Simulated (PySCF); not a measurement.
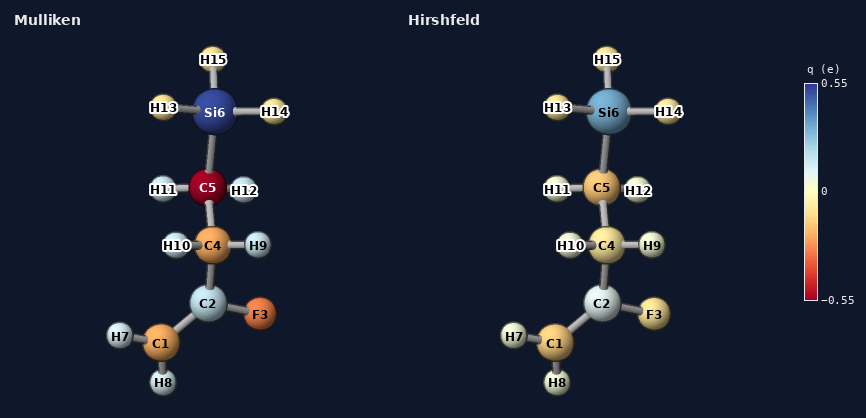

Atomic charges of one calculation by 2 schemes, on one colour scale. The geometry was computed by an optimisation with GFN2-xTB. No frequency run is at hand to confirm it as a minimum. Level of theory: PBE0/pcSseg-1 (PySCF 2.14.0).

**Which scheme gives the most polar picture (largest mean size of the charges)?**

The Mulliken charges are the largest in size here.

**On which atom do the schemes disagree most?**

On C5 (from −0.54 to −0.16 e).

List the charges (e), one line for each set of equivalent atoms.

```
atom  Mulliken  Hirshfeld
  C1     −0.21      −0.14
  C2      0.16       0.10
  F3     −0.29      −0.09
  C4     −0.22      −0.07
  C5     −0.54      −0.16
 Si6      0.51       0.32
  H7      0.12       0.05
  H8      0.13       0.05
  H9      0.14       0.05
 H10      0.14       0.05
 H11      0.15       0.04
 H12      0.16       0.04
 H13     −0.09      −0.08
 H14     −0.08      −0.08
 H15     −0.08      −0.08
```

The geometry is semi-empirical. Around Si such bond lengths and angles can be off by a tenth of an ångström or more and by several degrees, and values that hang on the shape move with them.
